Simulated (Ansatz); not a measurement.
## InF (model cell, started as CsCl type): following an unstable mode

Wanted: the energy along a soft mode of InF (model cell, started as CsCl type) and the structure at the end.

Main program and level: Ansatz 0.2.0; DFT PBEsol, scalar-relativistic, plane waves, PAW.

The structure was built from a prototype and need not be the compound's stable phase.

### 1. The structure

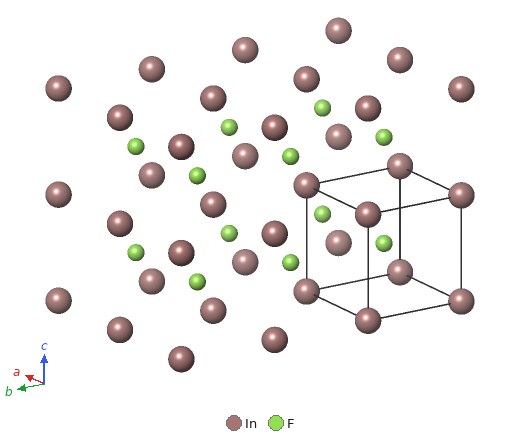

Start, viewed from a free direction; indium brown, fluorine green. 2×3×2 cells are drawn. Some periodic images of atoms are drawn too.

### 2. Response at finite wavevector

The cell comes from relaxations at this level that are not shown. Stability and thermal properties need the whole zone. Linear response on a 4×4×4 q mesh gives force constants as far as a supercell of that size would.

Input file input.yaml:

```yaml
crystal:
  lattice:
    - [3.271261715, 0.0, 0.0]
    - [0.0, 3.271261715, 0.0]
    - [0.0, 0.0, 3.271261715]
  atoms:
    - { symbol: In, position: [0.0, 0.0, 0.0] }
    - { symbol: F, position: [0.5, 0.5, 0.5] }
kpoints:
  mp_grid: { grid: [16, 16, 16] }
hamiltonian:
  xc: pbesol
scf:
  occupations: { method: methfessel_paxton, width: 0.2 }
output:
  eigenvalues: true
phonons:
  method: dfpt
  qmesh: [4, 4, 4]
  temperatures: { t_max: 1000, t_step: 50 }
  qpath:
    path:
      - [[0.0, 0.0, 0.0], [0.0, 0.5, 0.0], [0.5, 0.5, 0.0], [0.0, 0.0, 0.0], [0.5, 0.5, 0.5], [0.0, 0.5, 0.0]]
      - [[0.5, 0.5, 0.5], [0.5, 0.5, 0.0]]
    npoints: 10
```

Started as:

```console
> ansatz run input.yaml --threads 4 --pin off --max-ram 7168MiB --backend cpu --events-out ev --progress --plain --runs-dir out
```

Numbers of over 12 decimals in the logs are rounded to 6 here.

Output:

```text
Engine: ansatz 0.2.0, aarch64-unknown-linux-gnu
Pseudopotentials: kind: paw
Pseudopotential: In, paw, valence charge 13, recommended cutoff 420 eV (normal), In.paw.azcp
Pseudopotential: F, paw, valence charge 7, recommended cutoff 420 eV (normal), F.paw.azcp
Functional definition: PBEsol
  exchange = pbesol_x
  correlation = pbesol_c
Crystal: 2 atoms, lattice volume = 35.006 Å³
Basis set: ecut = 420 eV, 691 PW (Γ), exchange–correlation on 48×48×48 points (8 copies of the dense FFT grid, shifted against one another)
Bands: 14, of which v1, the nominal top of the filled ones, is band 10 counted from 1 (9 counted from 0)
Symmetry: 48 space group operations
k-points: 165 of 4096
Non-local potential: In, projectors of the file, l = 0: 2, l = 1: 2, l = 2: 2, l = 3: 2
Non-local potential: F, projectors of the file, l = 0: 2, l = 1: 2, l = 2: 1
PAW form: soft (Blöchl's): semilocal exchange-correlation on the pseudo side does not see the compensation charge
PAW frozen core: In, regenerated for the run's functional, and the local potential with it (the file was generated under x = pbe(κ = 0.804, μ = 0.219515), c = pbe(β = 0.066725))
PAW frozen core: F, regenerated for the run's functional, and the local potential with it (the file was generated under x = pbe(κ = 0.804, μ = 0.219515), c = pbe(β = 0.066725))
PAW one-centre angular grid: In, 590 points (default); XC on 64 Gauss nodes
PAW one-centre angular grid: F, 110 points (default); XC on 64 Gauss nodes
Initial density: superposition of atomic densities (neutral atoms: chi_scale 0, normalization atom), corrected by the library's trained network
Initial wavefunctions: pseudopotential atomic-orbital guess
Functional: x = pbesol(κ = 0.804, μ = 0.123457), c = pbesol(β = 0.046)
SCF iter   1: F=—  HF=-6325.900382 eV  |F-HF|=—  |Δ(HF+E_count)|=         —  Δρ=1.43e-2  dr2=4.94e-2  ethr=1.77e-3  ⟨swp⟩=5.0  Hψ=11080  notcnv=0
preconditioner: auto → none  [metal: Δε(μ)=0.088 eV  Ē_g=17.303 eV  σ=0.200 eV  W_gap=0.35  n_scr=6 (ndim 8)  ℏωp=28.1 eV  f_vac=0.000  D(μ)=0.04/eV (n_scr^D=0)  sad-step TF]
SCF iter   2: F=—  HF=-6325.890167 eV  |F-HF|=—  |Δ(HF+E_count)|=   1.02e-2  S|Δr|=    0.00e0  Δρ=6.54e-3  dr2=1.28e-2  ethr=2.47e-4  ⟨swp⟩=1.0  Hψ=3630  notcnv=0
SCF iter   3: F=—  HF=-6325.887176 eV  |F-HF|=—  |Δ(HF+E_count)|=   2.99e-3  S|Δr|=    0.00e0  Δρ=5.43e-4  dr2=7.85e-5  ethr=6.42e-5  ⟨swp⟩=2.1  Hψ=2888  notcnv=0
SCF iter   4: F=—  HF=-6325.887175 eV  |F-HF|=—  |Δ(HF+E_count)|=   1.20e-6  S|Δr|=    0.00e0  Δρ=9.43e-5  dr2=2.20e-6  ethr=3.92e-7  ⟨swp⟩=2.3  Hψ=3279  notcnv=0
SCF iter   5: F=—  HF=-6325.887177 eV  |F-HF|=—  |Δ(HF+E_count)|=   2.08e-6  S|Δr|=    0.00e0  Δρ=2.52e-5  dr2=1.39e-7  ethr=1.10e-8  ⟨swp⟩=2.0  Hψ=3704  notcnv=0
SCF iter   6: F=—  HF=-6325.887177 eV  |F-HF|=—  |Δ(HF+E_count)|=  2.66e-10  S|Δr|=    0.00e0  Δρ=5.41e-6  dr2=5.20e-9  ethr=6.97e-10  ⟨swp⟩=2.0  Hψ=3638  notcnv=0
SCF iter   7: F=—  HF=-6325.887177 eV  |F-HF|=—  |Δ(HF+E_count)|=   1.57e-9  S|Δr|=    0.00e0  Δρ=3.34e-7  dr2=2.21e-11  ethr=2.60e-11  ⟨swp⟩=2.1  Hψ=3733  notcnv=0
SCF iter   8: F=-6325.887177 eV  HF=-6325.887177 eV  |F-HF|=1.82e-12  |Δ(HF+E_count)|=  1.00e-11  S|Δr|=    0.00e0  Δρ=1.19e-8  dr2=2.96e-14  ethr=1.00e-12  ⟨swp⟩=5.6  Hψ=9369  notcnv=0
SCF 1 converged in 8 iterations: F = -6325.887177 eV  dr2 = 2.96e-14
  greatest PAW one-centre occupation: 0.984 electrons in one spin orbital (limit 2), on the In atom at site 0 (counted from 0), in its partial waves of l = 2
Initial density: read from a saved state, or passed on in memory by an earlier SCF of this step, an earlier step, the calling program or the single point that the run made first
iter 1 solved again at ethr=1.21e-7 eV; its pass at ethr=3.10e-3 eV (dr2=2.42e-5 eV) is discarded
SCF iter   1: F=—  HF=-6325.887176 eV  |F-HF|=—  |Δ(HF+E_count)|=         —  Δρ=1.17e-6  dr2=2.28e-10  ethr=1.21e-7  ⟨swp⟩=3.0  Hψ=17331  notcnv=0
eigensolver tolerance schedule: the retry pair's looser diagonalisation over-reported the residual by 105977.23 of it (diagonalisation noise at an unbounded share of the residual, at the tolerance the schedule requests for it); recorded, not acted on — ethr = c·dr2/N_el stays at c = 1.0e-1
preconditioner: auto → none  [metal: Δε(μ)=0.100 eV  Ē_g=17.399 eV  σ=0.200 eV  W_gap=0.40  n_scr=6 (ndim 8)  ℏωp=28.1 eV  f_vac=0.000  D(μ)=0.04/eV (n_scr^D=0)]
SCF iter   2: F=—  HF=-6325.887177 eV  |F-HF|=—  |Δ(HF+E_count)|=   5.23e-7  S|Δr|=    0.00e0  Δρ=1.07e-6  dr2=2.31e-10  ethr=1.14e-12  ⟨swp⟩=3.4  Hψ=5642  notcnv=0
SCF iter   3: F=—  HF=-6325.887177 eV  |F-HF|=—  |Δ(HF+E_count)|=  1.00e-10  S|Δr|=    0.00e0  Δρ=5.47e-7  dr2=5.55e-11  ethr=1.14e-12  ⟨swp⟩=2.0  Hψ=3077  notcnv=0
SCF iter   4: F=—  HF=-6325.887177 eV  |F-HF|=—  |Δ(HF+E_count)|=  2.73e-11  S|Δr|=    0.00e0  Δρ=2.64e-7  dr2=1.17e-11  ethr=1.00e-12  ⟨swp⟩=1.0  Hψ=2310  notcnv=0
SCF iter   5: F=-6325.887177 eV  HF=-6325.887177 eV  |F-HF|=7.28e-12  |Δ(HF+E_count)|=  3.64e-12  S|Δr|=    0.00e0  Δρ=2.08e-7  dr2=7.20e-12  ethr=1.00e-12  ⟨swp⟩=2.9  Hψ=5700  notcnv=0
SCF 2 converged in 5 iterations: F = -6325.887177 eV  dr2 = 7.20e-12
phonons: the bands overlap, so this run is a metal and interpolates without the dipole-dipole term. If the crystal is really an insulator or semiconductor, its LO-TO splitting is missing
NSCF: frozen V_eff on 165 k-points
WARN: eigensolver did not converge in 2 slots of this pass, the one above among them; of largest residual over every band (k=162): 1 band(s) unlocked (lowest unlocked band 13, counted from 0; max residual 4.57e-6 eV among the unlocked bands, 4.57e-6 eV over every band); of lowest unlocked band (k=162): band 13
NSCF: frozen V_eff on 405 k-points
DFPT response loops at q = (0, 0, 0) (fractional): preconditioner auto → Kerker (q_TF=auto, 2.485 Å⁻¹) (partly filled bands, converged f_vac=0.000); β = 1.00, the filter's whole step (`scf.mixing.beta` (0.50) is not read by the response loops under this deck's `scf.mixing.preconditioner`; to damp them name `kerker` or `kerker_dos`, under which they read `scf.mixing.beta`, and type it under 1.00, their step now; both keys bind the ground state too); Broyden in place of MSR1
NSCF: frozen V_eff on 2592 k-points
DFPT response loops at q = (0, 0, 0.25) (fractional): mixed as the last ones told, above
NSCF: frozen V_eff on 1458 k-points
DFPT response loops at q = (0, 0, -0.5) (fractional): mixed as the last ones told, above
NSCF: frozen V_eff on 4608 k-points
DFPT response loops at q = (0, 0.25, 0.25) (fractional): mixed as the last ones told, above
NSCF: frozen V_eff on 2592 k-points
DFPT response loops at q = (0, 0.25, -0.5) (fractional): mixed as the last ones told, above
NSCF: frozen V_eff on 1458 k-points
DFPT response loops at q = (0, -0.5, -0.5) (fractional): mixed as the last ones told, above
NSCF: frozen V_eff on 4352 k-points
DFPT response loops at q = (0.25, 0.25, 0.25) (fractional): mixed as the last ones told, above
NSCF: frozen V_eff on 4608 k-points
DFPT response loops at q = (0.25, 0.25, -0.5) (fractional): mixed as the last ones told, above
NSCF: frozen V_eff on 2592 k-points
DFPT response loops at q = (0.25, -0.5, -0.5) (fractional): mixed as the last ones told, above
NSCF: frozen V_eff on 810 k-points
DFPT response loops at q = (-0.5, -0.5, -0.5) (fractional): mixed as the last ones told, above
SCF converged after 8 iterations
Stability not checked: this state was not tested for a lower state beside it, because cold or Methfessel-Paxton smearing, or corrected tetrahedra, fill the levels in a way that the test cannot read (fill_not_monotonic; see scf.lower_state_search)
Free energy (F): -6325.887177 eV
Harris-Foulkes:  -6325.887177 eV  (|F-HF|=1.82e-12)
Internal energy: -6325.887540 eV  (E = F + TS)
E sigma→0 (E₀):  -6325.887268 eV
Entropy (-TS):   0.000364 eV (0.182 meV/atom)
Fermi energy:    8.199210 eV
Step filling:    the computed levels leave a gap of 0.1000 eV = 0.5 smearing widths at the electron count; against every level under it full and every level over it empty, smearing changes F+E_penalty+E_count by +0.112 meV and its σ→0 estimate by +0.021 meV
--- Per-component energies (eV) ---
  E_band       = -53.977150
  E_kinetic    = 444.612684
  E_local      = -1550.434582  (includes V_loc(G=0)·N_el)
  E_nonlocal   = 441.081196
  E_hartree    = 585.952507
  E_xc         = -293.042861
  E_vxc        = -201.980635  (∫ρ·V_xc dr)
  E_paw        = -4271.761758  (= ΣΔE_a)
  E_vpaw       = -359.162852  (= ΣTr[D̂ρ^β])
  E_aug_tail   = 0.002028  (compensation charges beyond the density's cutoff)
  E_ewald      = -1682.575100
  E_core_change = 0.278345  (= ΣΔE_core)
  E_smearing   = 0.000364  (= −TS)
  E_closure    = -0.000000  (closes the sum)
  Σ components = -6325.887177   (vs F -6325.887177, Δ=0.00e0)
--- Band table (eV; the first three rows and the last of 165) ---
  k-point 0: bands = [... 6 lower, 1.9424, 4.1698, 4.1698, 4.1698, 16.5208, 16.5208, 16.5208, 17.4304]
  k-point 1: bands = [... 6 lower, 1.9065, 4.1806, 4.1806, 4.2327, 15.5867, 16.5334, 16.5334, 17.4708]
  k-point 2: bands = [... 6 lower, 1.8115, 4.2130, 4.2130, 4.4149, 14.2958, 16.5692, 16.5692, 17.5922]
  k-point 164: bands = [... 6 lower, 3.7916, 3.7916, 3.7916, 9.3409, 10.1407, 10.1407, 10.1407, 19.0456]
--- Phonons (Γ-DFPT): 2 representative perturbations + reference (Σ response iterations 7) ---
  ASR residual: 1.145e-5 → 0.000e0 eV/Å²; symmetrization residual: 3.101e-6 eV/Å²
  ASR residual per site (eV/Å²): 1.15e-5 3.40e-6
  Γ frequencies (cm⁻¹): -115.42 -115.42 -115.42 0.00 0.00 0.00
--- Phonons (arbitrary-q DFPT): 10 irreducible q on the 4×4×4 mesh ---
  q = [0.0000, 0.0000, 0.0000] (star 1, of the zone-centre solve; hermiticity 7.77e-6, symmetrization 3.75e-11): -115.42 -115.42 -115.42 -0.00 -0.00 0.00
  q = [0.0000, 0.0000, 0.2500] (star 6, 4 solved perturbations in 4032 linear systems a pass and spin channel, the states on 1296 of 4096 k-point pairs; hermiticity 1.53e-6, symmetrization 1.02e-12): -75.95 -75.95 26.74 26.74 82.46 210.54
  q = [0.0000, 0.0000, -0.5000] (star 3, 4 solved perturbations in 2268 linear systems a pass and spin channel, the states on 729 of 4096 k-point pairs; hermiticity 9.64e-14, symmetrization 1.25e-12): -56.40 -56.40 80.17 80.17 127.36 218.29
  q = [0.0000, 0.2500, 0.2500] (star 12, 4 solved perturbations in 7056 linear systems a pass and spin channel, the states on 2304 of 4096 k-point pairs; hermiticity 2.02e-6, symmetrization 1.91e-12): -107.14 -65.04 45.43 58.25 81.07 165.63
  q = [0.0000, 0.2500, -0.5000] (star 12, 6 solved perturbations on 1296 of 4096 k-point pairs; hermiticity 2.30e-6, symmetrization 2.18e-14): -62.59 18.95 25.06 73.02 103.56 110.48
  q = [0.0000, -0.5000, -0.5000] (star 3, 4 solved perturbations in 2268 linear systems a pass and spin channel, the states on 729 of 4096 k-point pairs; hermiticity 4.83e-6, symmetrization 6.63e-13): -103.89 -103.89 -68.35 63.63 89.63 89.63
  q = [0.2500, 0.2500, 0.2500] (star 8, 2 solved perturbations on 2176 of 4096 k-point pairs; hermiticity 2.85e-6, symmetrization 3.96e-12): -12.55 -12.55 56.69 56.69 59.43 104.35
  q = [0.2500, 0.2500, -0.5000] (star 12, 4 solved perturbations in 7056 linear systems a pass and spin channel, the states on 2304 of 4096 k-point pairs; hermiticity 1.61e-6, symmetrization 3.71e-13): -49.30 -44.42 26.48 66.29 96.91 118.67
  q = [0.2500, -0.5000, -0.5000] (star 6, 4 solved perturbations in 4032 linear systems a pass and spin channel, the states on 1296 of 4096 k-point pairs; hermiticity 5.00e-6, symmetrization 5.24e-12): 15.65 61.22 61.22 82.66 82.66 111.39
  q = [-0.5000, -0.5000, -0.5000] (star 1, 2 solved perturbations on 405 of 4096 k-point pairs; hermiticity 1.20e-12, symmetrization 3.93e-12): 72.29 72.29 72.29 137.25 137.25 137.25
  sum rule: each row above includes the acoustic sum rule's correction from the zone centre's row sums; it moved no ω² by more than (0.22 cm⁻¹)²
  mesh force constants: q→R imaginary residual 6.82e-19; ASR residual 1.145e-5 → 0.000e0 eV/Å²; symmetrization residual 1.776e-15 eV/Å²
  interpolated dispersion: 62 rows × 6 modes
  density of states and harmonic sums: on the 20×20×20 q-mesh, interpolated from the force constants of a 4×4×4 supercell (no non-analytic term)
  largest difference from the sums on the solved wave vectors: F 7.97e-2 eV, S 9.84e-5 and C_V 2.32e-5 eV/K
  zero-point energy: 0.021129 eV/cell   skipped modes (ω ≤ 0): 549, of them read as no rigid motion or as one in doubt: 546 (1.920e0 modes/cell left out, lowest -122.84 cm⁻¹)   left out of the sums: 3.20e-1 of the cell's modes: C_V's classical limit lies that fraction below 3 k_B per atom; for a crystal, a wire or a layer, F and S can be off by more, and a phonons.interpolated_qmesh denser along its periods is the remedy for the sampling
```

Wall time 5.8 min (4 threads of Arm Neoverse V2, shared host); peak memory 2.8 GiB.

Numbers from this step:

| Property | Result |
| --- | --- |
| volume per atom | 17.50 Å³ |
| gap on the k-mesh | 0 eV |
| sum-rule residual before enforcement | 1.15e-5 eV/Å² |
| lowest frequency on the path | -122.8 cm⁻¹ |
| point group | m-3m |
| highest frequency on the path or at a solved wavevector | 233.1 cm⁻¹ |
| highest optical mode at the zone centre (no LO-TO term) | -115.4 cm⁻¹ |
| lowest optical zone-centre mode | -115.4 cm⁻¹ |
| lowest mode on the q mesh (acoustic modes at Γ apart) | -115.4 cm⁻¹ |

Frequencies (cm⁻¹) solved at each irreducible wavevector; negative means imaginary. Frequencies by wavevector, by row:

```csv
q in reciprocal lattice units,star,mode 1,mode 2,mode 3,mode 4,mode 5,mode 6
0 0 0,1,-115.4,-115.4,-115.4,0,0,0
0 0 0.25,6,-76,-76,26.7,26.7,82.5,210.5
0 0 -0.5,3,-56.4,-56.4,80.2,80.2,127.4,218.3
0 0.25 0.25,12,-107.1,-65,45.4,58.2,81.1,165.6
0 0.25 -0.5,12,-62.6,18.9,25.1,73,103.6,110.5
0 -0.5 -0.5,3,-103.9,-103.9,-68.3,63.6,89.6,89.6
0.25 0.25 0.25,8,-12.6,-12.6,56.7,56.7,59.4,104.3
0.25 0.25 -0.5,12,-49.3,-44.4,26.5,66.3,96.9,118.7
0.25 -0.5 -0.5,6,15.7,61.2,61.2,82.7,82.7,111.4
-0.5 -0.5 -0.5,1,72.3,72.3,72.3,137.2,137.2,137.2
```

Interpolated from a 4×4×4 q mesh. The phonon branches at the labelled points (cm⁻¹):

```csv
point,branch 1,branch 2,branch 3,branch 4,branch 5,branch 6
Γ,-115,-115,-115,0,0,0
X,-56,-56,80,80,127,218
M,-104,-104,-68,64,90,90
Γ,-115,-115,-115,0,0,0
R,72,72,72,137,137,137
X,-56,-56,80,80,127,218
jump to R,72,72,72,137,137,137
M,-104,-104,-68,64,90,90
```

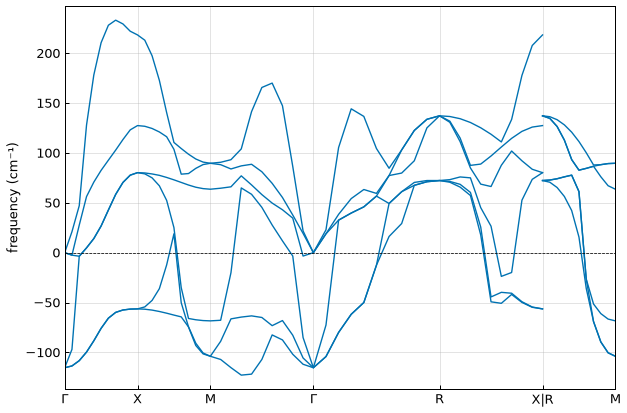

Phonon branches along the path.

Symmetry leaves 10 wavevectors to solve. The lowest mode among them, the acoustic zeros apart, lies at Γ and is imaginary, 115.4i cm⁻¹, so the energy falls along it. Between them the interpolated path dips to 123i cm⁻¹.

### 3. The mode frozen in, largest atomic shift 0 Å

The mode followed lies at Γ with frequency 115.4i cm⁻¹ and is 3-fold degenerate, the softest among the wavevectors solved. At small amplitude the distorted cell has space group no. 99 by a symmetry search on the positions. The undistorted cell that holds it gives the zero of energy on the same k mesh.

input.yaml, the sections that differ from step 2:

```yaml
output:
  forces: true
  stress: true
  eigenvalues: true
# crystal, kpoints, hamiltonian, scf: as in step 2
# phonons: removed
```

Output:

```text
[...]
Crystal: 2 atoms, lattice volume = 35.006 Å³
Basis set: ecut = 420 eV, 691 PW (Γ), exchange–correlation on 48×48×48 points (8 copies of the dense FFT grid, shifted against one another)
Bands: 14, of which v1, the nominal top of the filled ones, is band 10 counted from 1 (9 counted from 0)
Symmetry: 48 space group operations
[...]
k-points: 165 of 4096
[...]
--- Band table (eV; the first three rows and the last of 165) ---
  k-point 0: bands = [... 6 lower, 1.9424, 4.1698, 4.1698, 4.1698, 16.5208, 16.5208, 16.5208, 17.4304]
  k-point 1: bands = [... 6 lower, 1.9065, 4.1806, 4.1806, 4.2327, 15.5867, 16.5334, 16.5334, 17.4708]
  k-point 2: bands = [... 6 lower, 1.8115, 4.2130, 4.2130, 4.4149, 14.2958, 16.5692, 16.5692, 17.5923]
  k-point 164: bands = [... 6 lower, 3.7917, 3.7917, 3.7917, 9.3409, 10.1407, 10.1407, 10.1407, 19.0456]
[key lines of the parts left out:]
SCF converged after 6 iterations
Free energy (F): -6325.887177 eV
Fermi energy:    8.199225 eV
P = ⅓ Tr σ = 0.0054 GPa (0.054 kbar)
```

It took 1.5 s on 4 threads; peak memory 0.36 GiB.

Numbers from this step:

```
pressure                         : 0.005402 GPa
energy from the undistorted cell : 0 meV/atom
```

The run ends at a pressure of 0.01 GPa.

### 4. The mode frozen in, largest atomic shift 0.6 Å

The atoms are moved along the unstable eigenvector, the largest shift by 0.6 Å, with the cell fixed.

input.yaml, the sections that differ from step 3:

```yaml
crystal:
  lattice:
    - [3.271261715, 0.0, 0.0]
    - [0.0, 3.271261715, 0.0]
    - [0.0, 0.0, 3.271261715]
  atoms:
    - { symbol: In, position: [0.0, -0.0303489089, 0.0] }
    - { symbol: F, position: [0.5, 0.6834154685, 0.5] }
# kpoints, hamiltonian, scf, output: as in step 3
```

Output:

```text
[...]
Crystal: 2 atoms, lattice volume = 35.006 Å³
Basis set: ecut = 420 eV, 691 PW (Γ), exchange–correlation on 48×48×48 points (8 copies of the dense FFT grid, shifted against one another)
Bands: 14, of which v1, the nominal top of the filled ones, is band 10 counted from 1 (9 counted from 0)
Symmetry: 8 space group operations
[...]
k-points: 405 of 4096 (time reversal used)
[...]
--- Band table (eV; the first three rows and the last of 405) ---
  k-point 0: bands = [... 6 lower, 2.1310, 3.4231, 3.4231, 4.1087, 15.0191, 16.9287, 16.9287, 17.4024]
  k-point 1: bands = [... 6 lower, 2.0240, 3.4386, 3.5169, 4.1488, 15.0478, 16.0045, 16.9235, 18.1956]
  k-point 2: bands = [... 6 lower, 1.7814, 3.4839, 3.6889, 4.3076, 14.5680, 15.4357, 16.9095, 18.9469]
  k-point 404: bands = [... 6 lower, 2.7651, 2.7651, 3.4995, 9.2770, 10.2789, 11.4089, 11.4089, 18.1168]
[key lines of the parts left out:]
SCF converged after 6 iterations
Free energy (F): -6325.951802 eV
Fermi energy:    8.532716 eV
P = ⅓ Tr σ = 3.4419 GPa (34.419 kbar)
```

The job ended after 3.5 s (4 threads; peak memory 0.51 GiB; 13 s of CPU time).

Numbers from this step:

```yaml
pressure: 3.442 GPa
energy_from_the_undistorted_cell: -32.25 meV/atom
```

The energy, extrapolated to zero smearing, is -32.25 meV/atom against the undistorted cell.

The run ends at a pressure of 3.44 GPa, with forces up to 0.077 eV/Å.

### 5. Energy along the mode, all amplitudes (two of the runs are shown above)

An imaginary frequency means negative curvature, so the energy should fall and then rise again as anharmonic terms take over.

This step gave:

| Property | Result |
| --- | --- |
| depth at the lowest point sampled | 32.25 meV/atom |
| largest atomic shift at that point | 0.6 Å |

Table of energy from the parent by largest atomic shift:

```csv
largest atomic shift (Å),energy from the parent (meV/atom)
0.000,0
0.040,-0.432
0.080,-1.71
0.140,-5.05
0.220,-11.6
0.320,-21.1
0.450,-31.2
0.600,-32.3
```

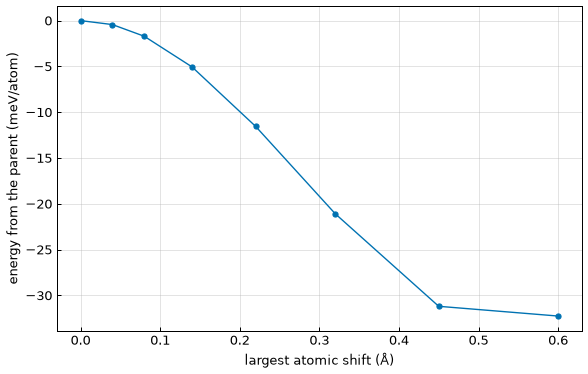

Energy from the parent against largest atomic shift.

Displacement at unit largest shift by atom:

```csv
atom,x (Å),y (Å),z (Å),size
In1,0.00,-0.17,0.00,0.17
F2,0.00,1.00,0.00,1.00
```

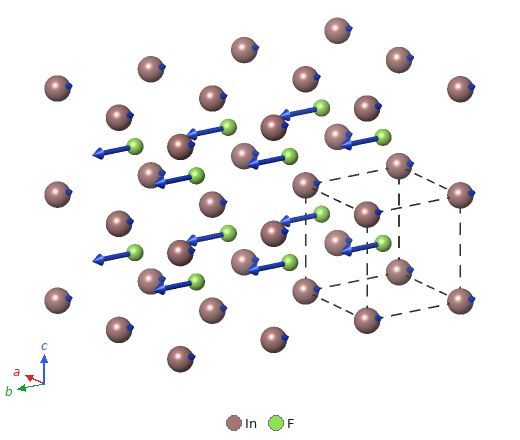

Displacement at unit largest shift as arrows, the longest 1 Å. 2×3×2 cells are drawn. Some periodic images of atoms are drawn too.

The lowest of the steps tried is the last one, at 0.6 Å, 32.3 meV/atom below the parent; the bottom of the well need not coincide with a step.

[end of part 1 of 2]

[Logs are printed without paths, hosts, clocks, repeated set-up lines and the standing remarks that a program may print on its own settings, such as how far it seeks lower states.]

[Hosts, paths, dates, database ids (printed as entryN), source tags and the programs' standing remarks are cut or masked in the printed files.]
